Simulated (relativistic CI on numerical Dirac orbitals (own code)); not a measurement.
**Co²⁺: 1s photoemission with charge transfer**

Wanted: the shape of the 1s photoemission spectrum of Co²⁺ in a cubic metal-ligand cluster, for 5 values of Veg.

Program: relativistic CI on numerical Dirac orbitals (own code) version 3. Level of theory: charge-transfer multiplet model of a cubic metal-ligand cluster with up to 2 ligand holes, Slater and spin-orbit integrals from Dirac-Coulomb-Breit ions, Slater integrals scaled by 0.7. These are calculated values, not measurements, unless marked.

### 1 The atom as given

```
ion                  : Co²⁺ (Co III)
nuclear charge       : 27
electrons            : 25
d electrons          : 7
ligand holes at most : 2
parameters           : in eV; Veg, Vt2g hoppings, tenDq and tenDqL metal and ligand splittings (negative tenDq: tetrahedral), red the scaling of hopping with a core hole
temperature          : 20 K
widths               : Lorentz 1.1 eV, Gauss 0.6 eV
```

### 2 Veg = 2.35 eV

The run's settings:

```ini
cluster ion=Co2+ d7 ligand_holes=2 slater_scale=0.7
Delta=3 Udd=6.7 Upd=8.1 tenDq=0.95 tenDqL=1.5 Veg=2.35 Vt2g=-1.15 red=1
spectrum xps 1s T=20 lorentz=1.1 gauss=0.6
```

Command:

```console
python run_levels.py task.json out
```

One command runs all members of the session, one after another, from task.json.

The program writes no log. Results of the run, from its result record (rounded, main fields):

```text
status: converged
curve, one point in 5 above 2 % of the maximum [energy, intensity] [eV from the first main peak; 1/eV]:
  - [-3.6, 0.009228]
  - [-3.1, 0.01228]
  - [-2.6, 0.01718]
  - [-2.1, 0.02577]
  - [-1.6, 0.04282]
  - [-1.1, 0.08277]
  - [-0.6, 0.1846]
  - [-0.1, 0.3226]
  - [0.4, 0.2619]
  - [0.9, 0.1252]
  - [1.4, 0.06511]
  - [1.9, 0.03981]
  - [2.4, 0.02517]
  - [2.9, 0.01794]
  - [3.4, 0.01458]
  - [3.9, 0.01231]
  - [4.4, 0.01082]
  - [4.9, 0.01015]
  - [5.4, 0.009946]
  - [5.9, 0.01064]
  - [6.4, 0.01324]
  - [6.9, 0.01944]
  - [7.4, 0.03523]
  - [7.9, 0.07186]
  - [8.4, 0.1081]
  - [8.9, 0.08991]
  - [9.4, 0.0495]
  - [9.9, 0.02696]
  - [10.4, 0.01791]
  - [10.9, 0.0146]
  - [11.4, 0.01197]
  - [11.9, 0.01072]
  - [12.4, 0.01231]
  - [12.9, 0.01696]
  - [13.4, 0.02676]
  - [13.9, 0.02861]
  - [14.4, 0.01833]
  - [14.9, 0.01028]
weights: [0.54113, 0.421957, 0.0369139]
n_d: 7.49578
n_eg: 1.574
ground_S: 0.561546
ground_energy [eV]: -5.22961
cluster_levels [E_eV, degeneracy, S, weight_dn]:
  - [1.865e-14, 4, 0.5615, 0.5411]
  - [0.2489, 2, 1.499, 0.6962]
  - [0.2897, 4, 1.495, 0.6946]
  - [0.3585, 2, 1.5, 0.6942]
  - [0.3687, 4, 1.471, 0.6879]
  - [1.468, 4, 0.5696, 0.5883]
  - [1.506, 2, 0.5328, 0.5777]
  - [1.609, 4, 0.5196, 0.5996]
  - [1.642, 2, 0.5615, 0.6066]
  - [1.794, 4, 1.49, 0.7587]
  - [1.797, 2, 1.465, 0.7525]
  - [1.833, 4, 1.461, 0.7509]
  - [1.841, 2, 1.483, 0.7566]
  - [2.06, 4, 0.5188, 0.5895]
  - [2.101, 2, 0.5111, 0.586]
  - [2.717, 2, 0.5853, 0.554]
  - [2.745, 4, 0.5636, 0.5544]
  - [2.888, 4, 1.474, 0.672]
  - [2.893, 2, 1.454, 0.6688]
  - [2.937, 4, 1.484, 0.675]
  - [2.96, 2, 1.491, 0.6776]
  - [3.247, 2, 0.5115, 0.7101]
  - "... 2 more rows left out ..."
atomic [eV]: {"ground": {"F2dd": 8.07878, "F4dd": 5.01448, "zeta_d": 0.0631412}, "final": {"F2dd": 9.30536, "F4dd": 5.80991, "zeta_d": 0.0908874, "zeta_core": 0.0, "G2cd": 0.0518757}}
```

Wall time 1.7 s (1 thread of Neoverse-V2, shared host); peak memory 0.2 GiB.

### 3 Veg = 1.45 eV

The run's settings:

```ini
cluster ion=Co2+ d7 ligand_holes=2 slater_scale=0.7
Delta=3 Udd=6.7 Upd=8.1 tenDq=0.95 tenDqL=1.5 Veg=1.45 Vt2g=-0.71 red=1
spectrum xps 1s T=20 lorentz=1.1 gauss=0.6
```

Main fields:

```text
status: converged
curve, one point in 7 above 2 % of the maximum [energy, intensity] [eV from the first main peak; 1/eV]:
  - [-3.9, 0.005725]
  - [-3.2, 0.008109]
  - [-2.5, 0.01257]
  - [-1.8, 0.02258]
  - [-1.1, 0.05252]
  - [-0.4, 0.1534]
  - [0.3, 0.1825]
  - [1, 0.07121]
  - [1.7, 0.03749]
  - [2.4, 0.02662]
  - [3.1, 0.02553]
  - [3.8, 0.04144]
  - [4.5, 0.1023]
  - [5.2, 0.1438]
  - [5.9, 0.09902]
  - [6.6, 0.08784]
  - [7.3, 0.131]
  - [8, 0.0824]
  - [8.7, 0.03098]
  - [9.4, 0.01606]
  - [10.1, 0.009693]
  - [10.8, 0.006442]
  - [11.5, 0.004693]
weights: [0.821952, 0.174017, 0.00403142]
n_d: 7.18208
n_eg: 2.2323
ground_S: 1.49902
ground_energy [eV]: -3.73657
cluster_levels [E_eV, degeneracy, S, weight_dn]:
  - [3.553e-15, 2, 1.499, 0.822]
  - [0.03805, 4, 1.489, 0.8193]
  - [0.09059, 4, 1.441, 0.8083]
  - [0.1159, 2, 1.5, 0.8204]
  - [0.3387, 4, 0.6286, 0.6605]
  - [1.186, 2, 1.493, 0.8675]
  - [1.186, 4, 1.44, 0.8564]
  - [1.191, 4, 1.487, 0.8656]
  - [1.222, 2, 1.472, 0.8623]
  - [1.468, 4, 0.6225, 0.7066]
  - [1.493, 2, 0.555, 0.6888]
  - [1.545, 4, 0.5136, 0.7142]
  - [1.581, 2, 0.5128, 0.7185]
  - [1.991, 4, 0.5443, 0.7055]
  - [2.04, 2, 0.5195, 0.6995]
  - [2.42, 2, 1.436, 0.7735]
  - [2.426, 4, 1.467, 0.7801]
  - [2.482, 4, 1.365, 0.829]
  - [2.498, 4, 1.46, 0.8364]
  - [2.515, 2, 1.48, 0.7851]
  - [2.553, 2, 0.616, 0.6789]
  - [2.593, 4, 0.8007, 0.7204]
  - "... 2 more rows left out ..."
atomic [eV]: {"ground": {"F2dd": 8.07878, "F4dd": 5.01448, "zeta_d": 0.0631412}, "final": {"F2dd": 9.30536, "F4dd": 5.80991, "zeta_d": 0.0908874, "zeta_core": 0.0, "G2cd": 0.0518757}}
```

It took 1.7 s on 1 thread of Neoverse-V2, shared host; peak memory 0.21 GiB.

### 4 Veg = 2.05 eV

The run's settings:

```ini
cluster ion=Co2+ d7 ligand_holes=2 slater_scale=0.7
Delta=3 Udd=6.7 Upd=8.1 tenDq=0.95 tenDqL=1.5 Veg=2.05 Vt2g=-1 red=1
spectrum xps 1s T=20 lorentz=1.1 gauss=0.6
```

Main fields:

```text
status: converged
curve, one point in 7 above 2 % of the maximum [energy, intensity] [eV from the first main peak; 1/eV]:
  - [-3.3, 0.009689]
  - [-2.6, 0.01509]
  - [-1.9, 0.0269]
  - [-1.2, 0.06057]
  - [-0.5, 0.1801]
  - [0.2, 0.2746]
  - [0.9, 0.1233]
  - [1.6, 0.06959]
  - [2.3, 0.0348]
  - [3, 0.02062]
  - [3.7, 0.01521]
  - [4.4, 0.01286]
  - [5.1, 0.01312]
  - [5.8, 0.01722]
  - [6.5, 0.03354]
  - [7.2, 0.08679]
  - [7.9, 0.1126]
  - [8.6, 0.0537]
  - [9.3, 0.0268]
  - [10, 0.01977]
  - [10.7, 0.02043]
  - [11.4, 0.02702]
  - [12.1, 0.03937]
  - [12.8, 0.03255]
  - [13.5, 0.01413]
  - [14.2, 0.006987]
weights: [0.589089, 0.384084, 0.0268261]
n_d: 7.43774
n_eg: 1.61683
ground_S: 0.691621
ground_energy [eV]: -4.61835
cluster_levels [E_eV, degeneracy, S, weight_dn]:
  - [9.77e-15, 4, 0.6916, 0.5891]
  - [0.08621, 2, 1.499, 0.734]
  - [0.1294, 4, 1.485, 0.73]
  - [0.1979, 2, 1.5, 0.7321]
  - [0.2198, 4, 1.407, 0.7109]
  - [1.348, 4, 0.716, 0.6409]
  - [1.396, 2, 0.6368, 0.6227]
  - [1.484, 4, 0.9931, 0.6994]
  - [1.486, 2, 1.286, 0.7536]
  - [1.522, 4, 1.186, 0.7296]
  - [1.558, 2, 0.8438, 0.6726]
  - [1.564, 2, 1.426, 0.775]
  - [1.565, 4, 1.356, 0.7584]
  - [1.95, 4, 0.5201, 0.6217]
  - [1.993, 2, 0.5097, 0.6176]
  - [2.563, 2, 0.7702, 0.6073]
  - [2.589, 4, 0.7754, 0.6104]
  - [2.653, 4, 1.368, 0.6866]
  - [2.662, 2, 1.339, 0.6818]
  - [2.7, 4, 1.462, 0.7024]
  - [2.72, 2, 1.489, 0.7087]
  - [2.991, 2, 0.5127, 0.7459]
  - "... 2 more rows left out ..."
atomic [eV]: {"ground": {"F2dd": 8.07878, "F4dd": 5.01448, "zeta_d": 0.0631412}, "final": {"F2dd": 9.30536, "F4dd": 5.80991, "zeta_d": 0.0908874, "zeta_core": 0.0, "G2cd": 0.0518757}}
```

It took 1.7 s on 1 thread of Neoverse-V2, shared host; peak memory 0.21 GiB.

### 5 Veg = 2.65 eV

The run's settings:

```ini
cluster ion=Co2+ d7 ligand_holes=2 slater_scale=0.7
Delta=3 Udd=6.7 Upd=8.1 tenDq=0.95 tenDqL=1.5 Veg=2.65 Vt2g=-1.3 red=1
spectrum xps 1s T=20 lorentz=1.1 gauss=0.6
```

Main fields:

```text
status: converged
curve, one point in 8 above 2 % of the maximum [energy, intensity] [eV from the first main peak; 1/eV]:
  - [-3.9, 0.008497]
  - [-3.1, 0.01328]
  - [-2.3, 0.02372]
  - [-1.5, 0.0536]
  - [-0.7, 0.1778]
  - [0.1, 0.3478]
  - [0.9, 0.1248]
  - [1.7, 0.04466]
  - [2.5, 0.02184]
  - [3.3, 0.01372]
  - [4.1, 0.01071]
  - [4.9, 0.008942]
  - [5.7, 0.008013]
  - [6.5, 0.008613]
  - [7.3, 0.01278]
  - [8.1, 0.02926]
  - [8.9, 0.08532]
  - [9.7, 0.08233]
  - [10.5, 0.0297]
  - [11.3, 0.0144]
  - [12.1, 0.009924]
  - [13.8, 0.007859]
  - [14.6, 0.0157]
  - [15.4, 0.0186]
  - [16.2, 0.00808]
weights: [0.511169, 0.442918, 0.0459134]
n_d: 7.53474
n_eg: 1.58644
ground_S: 0.528906
ground_energy [eV]: -5.87049
cluster_levels [E_eV, degeneracy, S, weight_dn]:
  - [1.688e-14, 4, 0.5289, 0.5112]
  - [0.4157, 2, 1.499, 0.6624]
  - [0.4553, 4, 1.497, 0.6613]
  - [0.5233, 2, 1.5, 0.6604]
  - [0.5294, 4, 1.487, 0.6576]
  - [1.59, 4, 0.5318, 0.5568]
  - [1.622, 2, 0.514, 0.5497]
  - [1.73, 4, 0.5067, 0.57]
  - [1.766, 2, 0.514, 0.5724]
  - [2.087, 4, 1.481, 0.726]
  - [2.087, 2, 1.476, 0.7245]
  - [2.121, 4, 1.465, 0.7221]
  - [2.133, 2, 1.493, 0.7285]
  - [2.182, 4, 0.5742, 0.5684]
  - [2.22, 2, 0.5367, 0.5618]
  - [2.87, 2, 0.5369, 0.5188]
  - [2.9, 4, 0.5247, 0.5199]
  - [3.142, 4, 1.49, 0.6477]
  - [3.146, 2, 1.48, 0.646]
  - [3.19, 4, 1.49, 0.6487]
  - [3.213, 2, 1.492, 0.6503]
  - [3.514, 2, 0.5106, 0.6782]
  - "... 2 more rows left out ..."
atomic [eV]: {"ground": {"F2dd": 8.07878, "F4dd": 5.01448, "zeta_d": 0.0631412}, "final": {"F2dd": 9.30536, "F4dd": 5.80991, "zeta_d": 0.0908874, "zeta_core": 0.0, "G2cd": 0.0518757}}
```

Wall time 1.7 s (1 thread of Neoverse-V2, shared host); peak memory 0.21 GiB.

### 6 Veg = 3.25 eV

The run's settings:

```ini
cluster ion=Co2+ d7 ligand_holes=2 slater_scale=0.7
Delta=3 Udd=6.7 Upd=8.1 tenDq=0.95 tenDqL=1.5 Veg=3.25 Vt2g=-1.59 red=1
spectrum xps 1s T=20 lorentz=1.1 gauss=0.6
```

Main fields:

```text
status: converged
curve, one point in 6 above 2 % of the maximum [energy, intensity] [eV from the first main peak; 1/eV]:
  - [-3.4, 0.01191]
  - [-2.8, 0.01742]
  - [-2.2, 0.02787]
  - [-1.6, 0.05129]
  - [-1, 0.1176]
  - [-0.4, 0.299]
  - [0.2, 0.3596]
  - [0.8, 0.16]
  - [1.4, 0.06532]
  - [2, 0.03405]
  - [2.6, 0.02068]
  - [3.2, 0.014]
  - [3.8, 0.01044]
  - [4.4, 0.008657]
  - [8.5, 0.007956]
  - [9.1, 0.01241]
  - [9.7, 0.02475]
  - [10.3, 0.05615]
  - [10.9, 0.08635]
  - [11.5, 0.05646]
  - [12.1, 0.02472]
  - [12.7, 0.01271]
  - [13.3, 0.009163]
  - [17.8, 0.00929]
  - [18.4, 0.009409]
weights: [0.467428, 0.469511, 0.0630605]
n_d: 7.59563
n_eg: 1.62852
ground_S: 0.510737
ground_energy [eV]: -7.20735
cluster_levels [E_eV, degeneracy, S, weight_dn]:
  - [2.22e-14, 4, 0.5107, 0.4674]
  - [0.7484, 2, 1.499, 0.6058]
  - [0.7862, 4, 1.498, 0.605]
  - [0.8522, 2, 1.5, 0.6038]
  - [0.8552, 4, 1.495, 0.603]
  - [1.842, 4, 0.5113, 0.5121]
  - [1.868, 2, 0.5049, 0.5076]
  - [1.986, 4, 0.5031, 0.5245]
  - [2.022, 2, 0.5036, 0.5255]
  - [2.429, 4, 0.511, 0.5155]
  - [2.466, 2, 0.5143, 0.514]
  - [2.694, 4, 1.497, 0.6771]
  - [2.695, 2, 1.492, 0.6761]
  - [2.723, 4, 1.493, 0.6758]
  - [2.735, 2, 1.497, 0.6768]
  - [3.166, 2, 0.5122, 0.467]
  - [3.201, 4, 0.5079, 0.4682]
  - [3.679, 4, 1.497, 0.6043]
  - [3.681, 2, 1.494, 0.6037]
  - [3.724, 4, 1.494, 0.6045]
  - [3.747, 2, 1.493, 0.6052]
  - [4.068, 2, 0.5097, 0.625]
  - "... 2 more rows left out ..."
atomic [eV]: {"ground": {"F2dd": 8.07878, "F4dd": 5.01448, "zeta_d": 0.0631412}, "final": {"F2dd": 9.30536, "F4dd": 5.80991, "zeta_d": 0.0908874, "zeta_core": 0.0, "G2cd": 0.0518757}}
```

Wall time 1.7 s (1 thread of Neoverse-V2, shared host); peak memory 0.21 GiB.

### 7 Comparison

| run | d count | weight without ligand hole | ground S | up to four highest peaks (% of the highest), eV from the first main peak |
| --- | --- | --- | --- | --- |
| Veg = 2.35 eV | 7.50 | 0.54 | 0.56 | 0.0 (100), 8.5 (33), 13.7 (9) |
| Veg = 1.45 eV | 7.18 | 0.82 | 1.50 | 0.0 (100), 5.1 (71), 7.4 (64) |
| Veg = 2.05 eV | 7.44 | 0.59 | 0.69 | 0.0 (100), 7.7 (42), 12.3 (15) |
| Veg = 2.65 eV | 7.53 | 0.51 | 0.53 | 0.0 (100), 9.3 (28) |
| Veg = 3.25 eV | 7.60 | 0.47 | 0.51 | 0.0 (100), 10.9 (22) |

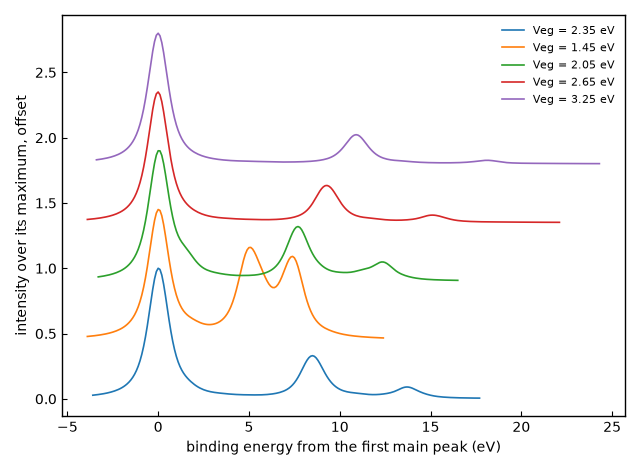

The spectra, each scaled to its maximum and offset.

### 8 Summary of results

| quantity | value |
| --- | --- |
| d count | 7.18 to 7.60 |
| ground spin (effective S from ⟨S²⟩) | 0.51 to 1.50 |

**Reading.** From Veg = 1.45 eV to Veg = 3.25 eV the ground-state d count goes from 7.18 to 7.60. In the first run d7 holds 54 % of the ground state. The ground spin changes between the runs (1.50 to 0.51), and the line shape with it. The cluster parameters are drawn, not fitted to a compound.
